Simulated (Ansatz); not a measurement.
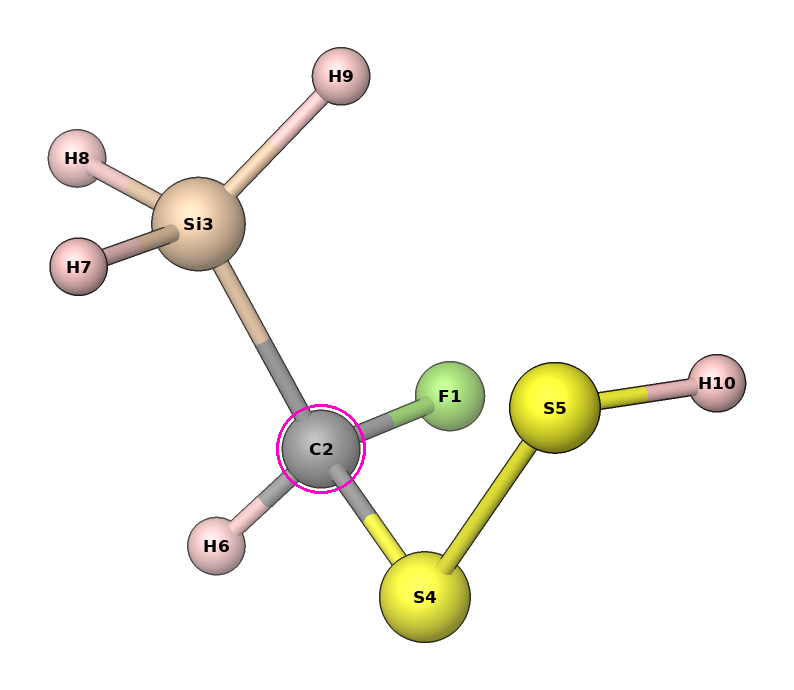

Distant atoms are faded towards the background colour. Circles mark the stereogenic atoms. The geometry was computed by an optimisation with PBE-D4/def2-SVP. No frequency run is at hand to confirm it as a minimum.

Question: What are the Cahn–Ingold–Prelog descriptors?

Answer: C2: R (priorities S4 > Si3 > F1 > H6).

Question: Write the isomeric SMILES.

Answer: F[C@H]([SiH3])SS
